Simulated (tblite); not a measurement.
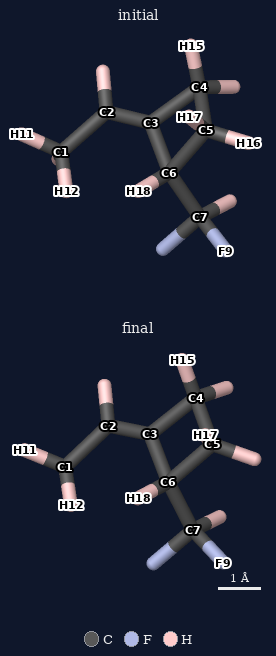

The structure of C$_{7}$H$_{10}$F$_{2}$ before (top) and after (bottom) a relaxation, at one scale.

Style: stick. Shown at a tilt.

Computed with GFN2-xTB geometry optimisation, gas phase in tblite. 

Summarise the run.

Answer. The atom that moves furthest after the best rigid fit is an H atom (0.42 Å). Largest moves by element: H 0.42 Å, F 0.31 Å, C 0.18 Å. Among the contacts that change: C–C 1.356 → 1.320 Å, C–C 1.557 → 1.539 Å, C–H 1.085 → 1.101 Å, C–C 1.517 → 1.507 Å. Among the angles between lasting bonds that change: C–C–C 83.7° → 88.8°, C–C–C 83.9° → 88.3°, C–C–H 111.6° → 115.7°. The energy falls by 5.49 kcal/mol in 97 geometry steps.
